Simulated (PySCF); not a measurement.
# C$_{3}$H$_{8}$O$_{2}$Si: geometry relaxation

System: C$_{3}$H$_{8}$O$_{2}$Si, SMILES [SiH3]OC1COC1.
Method: PBE0-D3(BJ)/def2-SVP geometry optimisation, gas phase (PySCF 2.14.0).

It belongs to a series of runs on one base structure; here: H on C replaced by OSiH3.

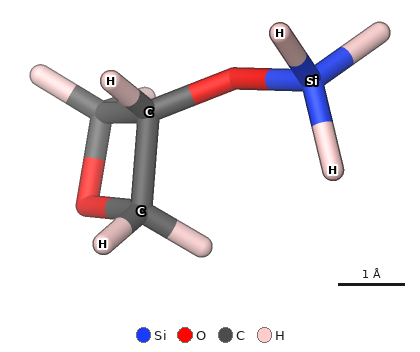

Fig. 1: The structure as given in the input (stick view, seen at a tilt). Bond lengths as drawn: C–C 1.51 to 1.52 Å, C–H 1.08 to 1.12 Å, C–O 1.39 to 1.46 Å, H–Si 1.45 to 1.48 Å and O–Si 1.65 Å.

**Summary**

| quantity | value |
| --- | --- |
| outcome | converged |
| total energy | −558.337073 hartree |
| dipole moment | 1.89 D |
| point group | C1 |
| hardware | 1 CPU thread, shared host |
| wall time | 1.8 min |
| peak memory | 0.5 GiB |

**The input**
```
{"job": {"xc": "PBE0", "basis": "def2-SVP", "d3": "d3bj", "grid": 1, "shake": 0.01, "kind": "geom"}, "charge": 0, "multiplicity": 1}
Si     2.292410     0.010760     0.509340
O      0.833540     0.327770    -0.203110
C     -0.433910     0.448260     0.353160
C     -1.049650    -0.830560     0.873960
O     -2.206900    -0.631210     0.008650
C     -1.581160     0.482550    -0.641410
H      3.119380     0.061640    -0.680290
H      2.606300     1.084900     1.479540
H      2.269620    -1.247230     1.221620
H     -0.436100     1.269270     1.096700
H     -1.373870    -0.859150     1.940610
H     -0.525940    -1.738490     0.617890
H     -1.298670     0.233500    -1.667010
H     -2.222210     1.372920    -0.637350
```

The first line tells a small driver script what to run in PySCF; the rest is the geometry in Å.

Launch command:
```bash
OMP_NUM_THREADS=1 python <driver script> task.json out
```

**Output**
```
step   0  E = -558.32982494  max force = 0.042022
step   1  E = -558.33673893  max force = 0.004571
step   2  E = -558.33696405  max force = 0.001326
step   3  E = -558.33699100  max force = 0.000751
step   4  E = -558.33701519  max force = 0.000897
step   5  E = -558.33703468  max force = 0.001081
step   6  E = -558.33705870  max force = 0.001117
step   7  E = -558.33707019  max force = 0.000967
step   8  E = -558.33707366  max force = 0.000463
step   9  E = -558.33707294  max force = 0.000268
optimisation converged
```

**Trajectory as extended XYZ (Å, eV, eV/Å), 10 frames, from step=0 to step=9**
```
14
Properties=species:S:1:pos:R:3:forces:R:3 step=0 energy=-15192.92839
Si    2.2924    0.0108    0.5093   -0.5975   0.9292  -0.2288
O     0.8335    0.3278   -0.2031   -0.5480   0.1348  -0.3932
C    -0.4339    0.4483    0.3532    1.0907   0.3317   0.2140
C    -1.0496   -0.8306    0.8740   -2.1609   0.4504   0.1565
O    -2.2069   -0.6312    0.0086    0.4574  -0.0973   0.3934
C    -1.5812    0.4825   -0.6414   -0.4177  -0.4457   0.4893
H     3.1194    0.0616   -0.6803    0.8600  -0.1786  -0.3209
H     2.6063    1.0849    1.4795    0.2274   0.1819   0.2234
H     2.2696   -1.2472    1.2216    0.1374  -0.9246   0.3986
H    -0.4361    1.2693    1.0967   -0.1802   0.0098  -0.0852
H    -1.3739   -0.8591    1.9406    0.3031  -0.0067  -0.3168
H    -0.5259   -1.7385    0.6179    0.5874  -0.6388  -0.1726
H    -1.2987    0.2335   -1.6670    0.3074   0.0562  -0.3374
H    -2.2222    1.3729   -0.6373   -0.0664   0.1976  -0.0203
14
Properties=species:S:1:pos:R:3:forces:R:3 step=1 energy=-15193.11653
Si    2.2899    0.0455    0.3308   -0.0702  -0.1356   0.1152
O     0.7792    0.3178   -0.3276    0.0896   0.0000  -0.0917
C    -0.4091    0.4195    0.3856   -0.1156  -0.0052   0.0245
C    -1.0809   -0.8714    0.8837    0.2351  -0.1008  -0.1220
O    -2.2904   -0.5478    0.2078    0.0730  -0.0347   0.0176
C    -1.6739    0.5428   -0.4699    0.1339   0.0397  -0.1171
H     3.2681    0.0073   -0.7859   -0.0449   0.0385  -0.0607
H     2.6504    1.1290    1.2971   -0.0176   0.0078   0.0080
H     2.3102   -1.2700    1.0532    0.0103   0.0829  -0.0074
H    -0.3416    1.1934    1.1722    0.0238   0.0156  -0.0038
H    -1.2027   -0.9772    1.9702   -0.1289  -0.0148   0.1603
H    -0.5834   -1.7869    0.4966   -0.1295   0.1354  -0.0382
H    -1.4546    0.3306   -1.5359   -0.0615  -0.0124   0.1009
H    -2.2562    1.4768   -0.3951    0.0026  -0.0164   0.0145
14
Properties=species:S:1:pos:R:3:forces:R:3 step=2 energy=-15193.12266
Si    2.2887    0.0435    0.3392    0.0235  -0.0175   0.0198
O     0.7831    0.3072   -0.3289    0.0177  -0.0321  -0.0600
C    -0.4036    0.4142    0.3859   -0.0363   0.0153   0.0361
C    -1.0811   -0.8750    0.8813    0.0493  -0.0430   0.0448
O    -2.2855   -0.5419    0.2048   -0.0682  -0.0015  -0.0154
C    -1.6635    0.5464   -0.4711    0.0243   0.0048  -0.0259
H     3.2523    0.0116   -0.7915   -0.0068   0.0110  -0.0089
H     2.6389    1.1420    1.2927   -0.0069  -0.0032   0.0140
H     2.3238   -1.2594    1.0754   -0.0009   0.0187   0.0091
H    -0.3295    1.1890    1.1715    0.0052   0.0006   0.0027
H    -1.2228   -0.9909    1.9702   -0.0029   0.0115  -0.0164
H    -0.6015   -1.7893    0.4818    0.0024   0.0293  -0.0160
H    -1.4533    0.3298   -1.5347   -0.0007   0.0039   0.0084
H    -2.2412    1.4825   -0.3939    0.0004   0.0023   0.0078
14
Properties=species:S:1:pos:R:3:forces:R:3 step=3 energy=-15193.12339
Si    2.2891    0.0433    0.3446    0.0215   0.0221   0.0019
O     0.7851    0.2968   -0.3317   -0.0132  -0.0386  -0.0329
C    -0.4018    0.4091    0.3840   -0.0117   0.0189   0.0229
C    -1.0840   -0.8783    0.8769    0.0016  -0.0036   0.0282
O    -2.2890   -0.5379    0.2020   -0.0190   0.0009  -0.0039
C    -1.6610    0.5488   -0.4722    0.0033   0.0068  -0.0014
H     3.2531    0.0106   -0.7861    0.0009   0.0019   0.0057
H     2.6285    1.1511    1.2918   -0.0022  -0.0035   0.0084
H     2.3288   -1.2506    1.0941   -0.0009  -0.0036   0.0062
H    -0.3230    1.1828    1.1703    0.0010  -0.0041   0.0017
H    -1.2264   -0.9969    1.9653    0.0056   0.0027  -0.0190
H    -0.6075   -1.7903    0.4711    0.0081  -0.0031  -0.0103
H    -1.4535    0.3334   -1.5360    0.0055   0.0022  -0.0087
H    -2.2336    1.4878   -0.3914   -0.0004   0.0009   0.0014
14
Properties=species:S:1:pos:R:3:forces:R:3 step=4 energy=-15193.12405
Si    2.2902    0.0462    0.3554    0.0019   0.0461  -0.0048
O     0.7880    0.2746   -0.3363   -0.0244  -0.0356   0.0046
C    -0.3988    0.3981    0.3802    0.0287   0.0174  -0.0005
C    -1.0913   -0.8853    0.8673   -0.0428   0.0334  -0.0196
O    -2.2955   -0.5293    0.1953    0.0262   0.0033   0.0047
C    -1.6561    0.5540   -0.4750   -0.0176   0.0003   0.0206
H     3.2605    0.0079   -0.7696    0.0080  -0.0052   0.0134
H     2.6082    1.1716    1.2896    0.0002  -0.0007  -0.0020
H     2.3376   -1.2321    1.1300    0.0008  -0.0185  -0.0032
H    -0.3111    1.1687    1.1687   -0.0037  -0.0069   0.0052
H    -1.2341   -1.0095    1.9543    0.0082  -0.0090  -0.0031
H    -0.6224   -1.7958    0.4509    0.0088  -0.0232   0.0037
H    -1.4517    0.3418   -1.5398    0.0065   0.0000  -0.0130
H    -2.2187    1.4986   -0.3883   -0.0009  -0.0014  -0.0060
14
Properties=species:S:1:pos:R:3:forces:R:3 step=5 energy=-15193.12458
Si    2.2922    0.0520    0.3691   -0.0141   0.0419  -0.0059
O     0.7919    0.2464   -0.3391   -0.0246  -0.0251   0.0339
C    -0.3950    0.3838    0.3766    0.0453   0.0120  -0.0203
C    -1.1033   -0.8938    0.8549   -0.0556   0.0397  -0.0440
O    -2.3036   -0.5181    0.1848    0.0520   0.0037   0.0100
C    -1.6489    0.5604   -0.4793   -0.0280  -0.0004   0.0240
H     3.2726    0.0067   -0.7466    0.0104  -0.0065   0.0127
H     2.5840    1.1988    1.2859    0.0004   0.0025  -0.0078
H     2.3507   -1.2095    1.1703    0.0030  -0.0190  -0.0098
H    -0.2980    1.1495    1.1688   -0.0061  -0.0083   0.0067
H    -1.2481   -1.0248    1.9405    0.0070  -0.0131   0.0071
H    -0.6442   -1.8051    0.4294    0.0049  -0.0258   0.0135
H    -1.4460    0.3516   -1.5452    0.0053  -0.0015  -0.0101
H    -2.1994    1.5116   -0.3874    0.0000  -0.0003  -0.0100
14
Properties=species:S:1:pos:R:3:forces:R:3 step=6 energy=-15193.12523
Si    2.2960    0.0631    0.3913   -0.0229   0.0198  -0.0087
O     0.7984    0.2001   -0.3379   -0.0109  -0.0049   0.0575
C    -0.3894    0.3596    0.3728    0.0444   0.0042  -0.0381
C    -1.1263   -0.9071    0.8355   -0.0426   0.0296  -0.0513
O    -2.3157   -0.4994    0.1647    0.0485   0.0003   0.0106
C    -1.6351    0.5700   -0.4877   -0.0255  -0.0013   0.0196
H     3.2923    0.0098   -0.7098    0.0084  -0.0041   0.0068
H     2.5457    1.2431    1.2778    0.0002   0.0039  -0.0089
H     2.3767   -1.1736    1.2293    0.0046  -0.0105  -0.0118
H    -0.2807    1.1164    1.1721   -0.0063  -0.0071   0.0071
H    -1.2776   -1.0479    1.9187    0.0019  -0.0096   0.0131
H    -0.6828   -1.8223    0.4011   -0.0022  -0.0170   0.0170
H    -1.4307    0.3659   -1.5544    0.0014  -0.0035  -0.0030
H    -2.1659    1.5318   -0.3909    0.0009   0.0002  -0.0099
14
Properties=species:S:1:pos:R:3:forces:R:3 step=7 energy=-15193.12555
Si    2.2997    0.0707    0.4042   -0.0163   0.0009  -0.0096
O     0.8027    0.1743   -0.3316   -0.0012   0.0049   0.0497
C    -0.3871    0.3455    0.3724    0.0216  -0.0003  -0.0342
C    -1.1425   -0.9140    0.8250   -0.0130   0.0050  -0.0258
O    -2.3225   -0.4889    0.1504    0.0230   0.0004   0.0051
C    -1.6259    0.5744   -0.4941   -0.0116   0.0017   0.0060
H     3.3034    0.0168   -0.6902    0.0028  -0.0003   0.0006
H     2.5262    1.2674    1.2740   -0.0001   0.0023  -0.0034
H     2.3976   -1.1548    1.2571    0.0032  -0.0013  -0.0066
H    -0.2750    1.0968    1.1764   -0.0042  -0.0042   0.0041
H    -1.3006   -1.0584    1.9070   -0.0010  -0.0021   0.0090
H    -0.7078   -1.8338    0.3905   -0.0041  -0.0041   0.0094
H    -1.4174    0.3714   -1.5605   -0.0008  -0.0034   0.0013
H    -2.1459    1.5422   -0.3979    0.0017   0.0006  -0.0057
14
Properties=species:S:1:pos:R:3:forces:R:3 step=8 energy=-15193.12564
Si    2.3027    0.0741    0.4093   -0.0040  -0.0081  -0.0084
O     0.8045    0.1677   -0.3238    0.0052   0.0030   0.0238
C    -0.3877    0.3413    0.3736   -0.0012   0.0002  -0.0184
C    -1.1504   -0.9155    0.8226    0.0115  -0.0113   0.0039
O    -2.3247   -0.4864    0.1428   -0.0075   0.0001  -0.0011
C    -1.6221    0.5742   -0.4989    0.0046   0.0017  -0.0033
H     3.3063    0.0260   -0.6856   -0.0019   0.0026  -0.0026
H     2.5230    1.2733    1.2770   -0.0009   0.0004   0.0028
H     2.4117   -1.1522    1.2597    0.0009   0.0043   0.0005
H    -0.2786    1.0910    1.1794   -0.0013   0.0001   0.0010
H    -1.3137   -1.0583    1.9044   -0.0025   0.0035   0.0009
H    -0.7178   -1.8389    0.3932   -0.0028   0.0056  -0.0012
H    -1.4089    0.3693   -1.5640   -0.0010  -0.0021   0.0028
H    -2.1394    1.5439   -0.4069    0.0010   0.0002  -0.0007
14
Properties=species:S:1:pos:R:3:forces:R:3 step=9 energy=-15193.12562
Si    2.3045    0.0755    0.4119    0.0017  -0.0057  -0.0059
O     0.8054    0.1664   -0.3185    0.0059  -0.0003   0.0073
C    -0.3888    0.3403    0.3744   -0.0089   0.0007  -0.0062
C    -1.1537   -0.9155    0.8226    0.0136  -0.0106   0.0134
O    -2.3255   -0.4864    0.1389   -0.0138   0.0005  -0.0025
C    -1.6204    0.5726   -0.5024    0.0070   0.0012  -0.0046
H     3.3063    0.0344   -0.6850   -0.0021   0.0025  -0.0016
H     2.5221    1.2731    1.2825   -0.0009  -0.0006   0.0040
H     2.4201   -1.1532    1.2577   -0.0001   0.0037   0.0027
H    -0.2826    1.0905    1.1802   -0.0003   0.0012  -0.0013
H    -1.3204   -1.0561    1.9043   -0.0013   0.0032  -0.0027
H    -0.7210   -1.8403    0.3966   -0.0006   0.0056  -0.0045
H    -1.4039    0.3653   -1.5664   -0.0003  -0.0010   0.0014
H    -2.1372    1.5429   -0.4142    0.0001  -0.0003   0.0005
```

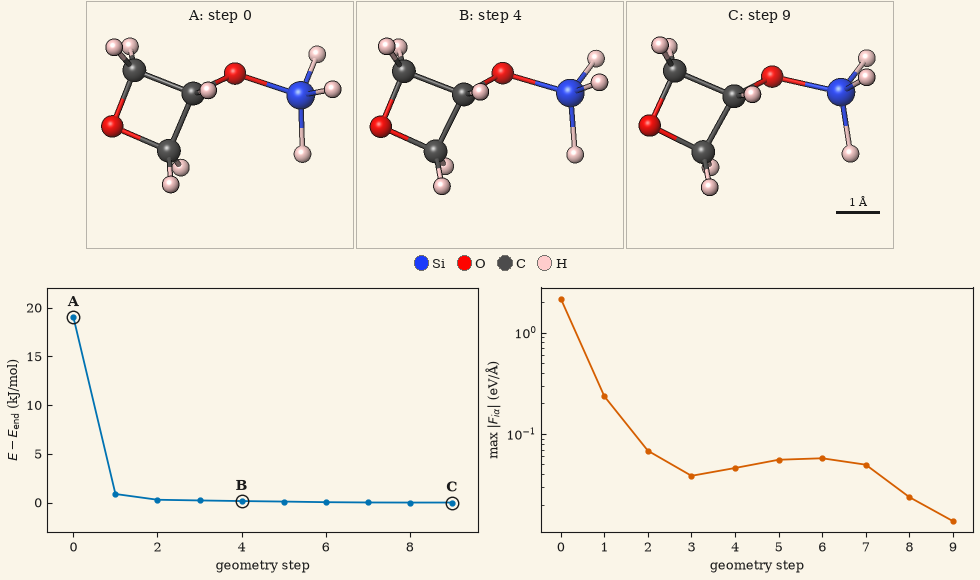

Fig. 2: Frames of the relaxation (ball-and-stick view, seen at a tilt) above the curves, on which the letters mark them (steps are counted from 0).

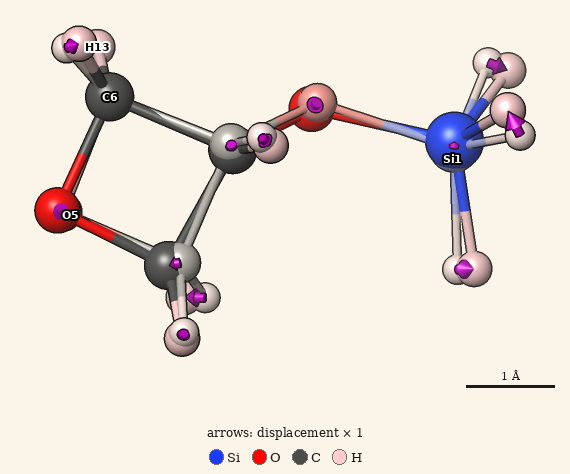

Fig. 3: Start (faint) and end (solid) with the displacements as pink arrows, at true length (ball-and-stick view, seen at a tilt). The two geometries are laid on each other by the best rigid fit. After 9 geometry steps the energy has fallen by 19.0 kJ/mol. Largest force component: 2.2 eV/Å at the start, 0.014 eV/Å at the end. The atom that moves furthest after the best rigid fit is H8 (0.33 Å). By element the largest moves are H 0.33 Å, O 0.22 Å, C 0.14 Å, Si 0.08 Å. Among the contacts that change: Si1–H9 1.446 → 1.496 Å, Si1–H7 1.450 → 1.486 Å, C4–O5 1.459 → 1.423 Å, C4–H12 1.079 → 1.106 Å. Among the angles that change: O2–Si1–H7 98.2° → 106.5°, Si1–O2–C3 130.4° → 124.0°, H7–Si1–H9 116.3° → 110.0°. (Atoms are counted from 1 in the order of the input.)
